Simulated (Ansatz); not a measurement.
## NiSi2, response to strain

Base system: NiSi2 (space group Fm-3m, No. 225; not spin-polarised; relaxed with 0.1 eV smearing).

```
CELL_PARAMETERS angstrom
      0.00000     2.69431     2.69431
      2.69431     0.00000     2.69431
      2.69431     2.69431     0.00000
ATOMIC_POSITIONS crystal
  Ni 0.00000 0.00000 0.00000
  Si 0.25000 0.25000 0.25000
  Si 0.75000 0.75000 0.75000
```

Strains are applied to the cell and any free atomic positions relax.

Method: r2SCAN in Ansatz (plane waves to 500 eV, PAW, scalar-relativistic without spin-orbit coupling), earlier PAW set.

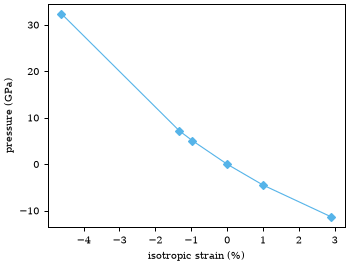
Figure. Pressure against isotropic strain

```json
[
 {"isotropic strain (%)": "-4.62", "pressure": "32.4 GPa"},
 {"isotropic strain (%)": "-1.33", "pressure": "7.2 GPa"},
 {"isotropic strain (%)": "-0.97", "pressure": "5.1 GPa"},
 {"isotropic strain (%)": "1", "pressure": "-4.5 GPa"},
 {"isotropic strain (%)": "2.91", "pressure": "-11.4 GPa"}
]
```

Whether these cells are dynamically stable was not tested. Starting moments died away, wholly or in part, for the base; another magnetic solution may exist. The final runs are not spin-polarised.

Ansatz is an electronic-structure program.
